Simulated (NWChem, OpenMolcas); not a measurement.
**How methods differ on InN2H5 (SMILES [NH2][InH][NH2])**

InN2H5: 8 atoms, total charge 0, spin state singlet. SMILES: `[NH2][InH][NH2]`. The shape is that of a PBE0-D4/def2-TZVP optimisation.

```xyz
8

N    -0.9697    0.8580   -1.1270
In    0.2480    0.5648    0.4555
N     0.7427   -1.3752    0.7096
H    -1.4821    0.0768   -1.5066
H    -1.5382    1.6892   -1.1718
H     0.7990    1.8192    1.4675
H     1.5709   -1.6147    1.2318
H     0.6295   -2.0181   -0.0590
```

Each level gives the energy change with the N1–In2 bond stretched from 2.018 to 3.633 Å (eV). The values are calculated.

| level | kind | program | value (eV) | less CCSD(T)/def2-SVP |
| --- | --- | --- | --- | --- |
| HF/def2-SVP (core potential) (restricted) | Hartree–Fock | NWChem | 4.70 | +1.70 |
| PBE/def2-SVP (core potential) (restricted) | GGA | NWChem | 3.35 | +0.35 |
| M06-L/def2-SVP (core potential) (restricted) | meta-GGA | OpenMolcas | 3.52 | +0.52 |
| M06-2X/def2-SVP (core potential) (restricted) | hybrid meta-GGA | NWChem | 4.21 | +1.21 |
| PBE0/def2-SVP (core potential) (restricted) | global hybrid | NWChem | 3.93 | +0.93 |
| B2PLYP/def2-SVP (core potential) (restricted) | double hybrid | OpenMolcas | 3.69 | +0.69 |
| MP2/def2-SVP (core potential) (restricted) | perturbation theory | OpenMolcas | 4.04 | +1.04 |
| CCSD(T)/def2-SVP (core potential) (restricted) | coupled cluster or CI | NWChem | 3.00 | 0.00 |

CCSD(T)/def2-SVP (core potential) (restricted) is the highest level here, not the true value. At this stretch a single reference begins to fail. The first shape isn't each level's own minimum. The values span 3.00 to 4.70 eV. In the correlated wave-function rows the outer d shell of In is correlated, in sets not made for it.

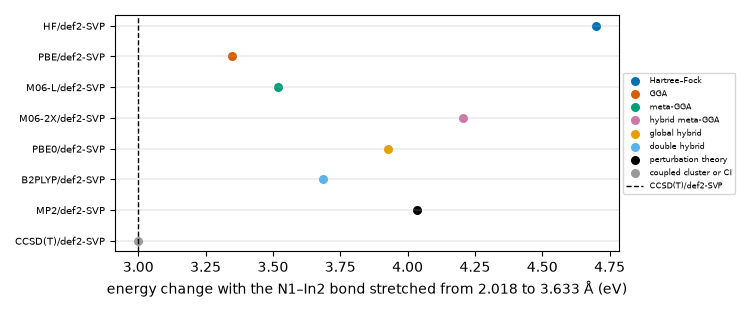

The values of the table, level by level.
